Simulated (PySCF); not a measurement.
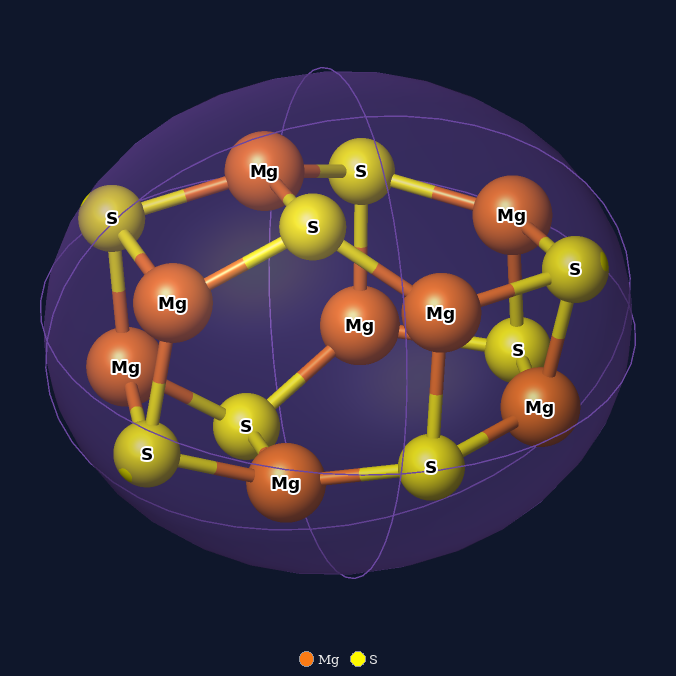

The ellipsoid shows the static dipole polarisability: its half-axes are proportional to the principal values. The geometry was computed by an optimisation with GFN1-xTB. No frequency run is at hand to confirm it as a minimum. Level of theory: PBE0/6-31G* (PySCF 2.14.0).

Question. How large and how anisotropic is the polarisability?

Answer. Principal values 279.1, 279.1, 329.3 bohr³; mean 295.8 bohr³ (43.84 Å³); anisotropy 50.2 bohr³, so the longest axis is 1.18 times the shortest.

The geometry is semi-empirical. Around Mg such bond lengths and angles can be off by a tenth of an ångström or more and by several degrees, and values that hang on the shape move with them.
